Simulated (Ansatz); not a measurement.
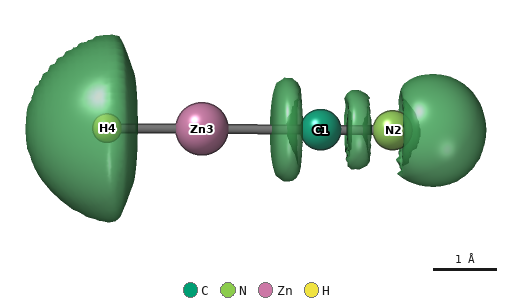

CHNZn (SMILES N#[C][ZnH]). Isosurface of the electron localisation function at 0.8 (green), seen from one side. Core shells and regions of very low density are left out.

Geometry: PBE0-D4/def2-TZVP.

Computed with isolated molecule in a Gaussian basis; Kohn-Sham density functional theory, functional PBE0 in Ansatz.

Identify the bonds, lone pairs and shells in this picture.

At this value the surface marks out one region between bonded C–N atoms (shared pairs), one region around a hydrogen nucleus, one lobe of the valence shell of C pointing towards Zn (polar bonds) and one lobe on N, pointing away from the bonds (lone pairs). Profiles from the grid: C–N (1.15 Å): the ELF peaks at about 0.85 between the atoms (a short, multiple covalent bond). C–Zn (1.90 Å): the ELF peaks at about 0.90 in the valence shell of C, 0.5 Å from its nucleus, and is about 0.35 at the midpoint.
